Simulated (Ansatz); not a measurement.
The calculation's input:

```
crystal:
  periodic: [false, false, false]
  atoms:
    - {symbol: F, position_ang: [1.976877, 0.954429, 0.051582]}
    - {symbol: F, position_ang: [0.274354, 1.320140, -1.858050]}
    - {symbol: Ga, position_ang: [-1.528527, -1.214561, 1.010738]}
    - {symbol: O, position_ang: [-0.172429, -0.620714, -0.082742]}
    - {symbol: Si, position_ang: [0.965924, 0.161495, -0.947728]}
basis:
  gaussian:
    orbitals: def2-TZVPD
magnetization:
  spin_polarized: true
  initial_magnetization: 1
hamiltonian:
  xc: {name: PBE0}
output: {forces: true, orbitals: {seedname: orbitals}}
```

Launched as:

```sh
ansatz run input.yaml --threads 2 --pin off --max-ram 4350MiB --events-out events.jsonl --progress --plain --runs-dir runs
```

Geometry: B3LYP-D3(BJ)/def2-SVP.

Theory: Ansatz 0.2.0, isolated molecule in a Gaussian basis; Kohn-Sham density functional theory, functional PBE0.

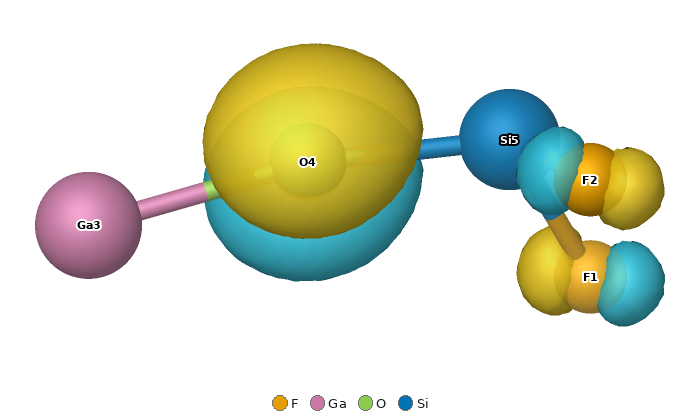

F2GaOSi (SMILES F[Si](F)[O][Ga]) (doublet). The HOMO−1 (β) at ±0.2 Å⁻³ᐟ² (yellow and cyan are the two phases), seen from one side.

### Describe this orbital and give its energy.

Its weight (Hirshfeld) is mainly on O4 (about 70 %) and Ga3 (about 10 %); largely a lone pair of O4. Its energy is −9.81 eV.
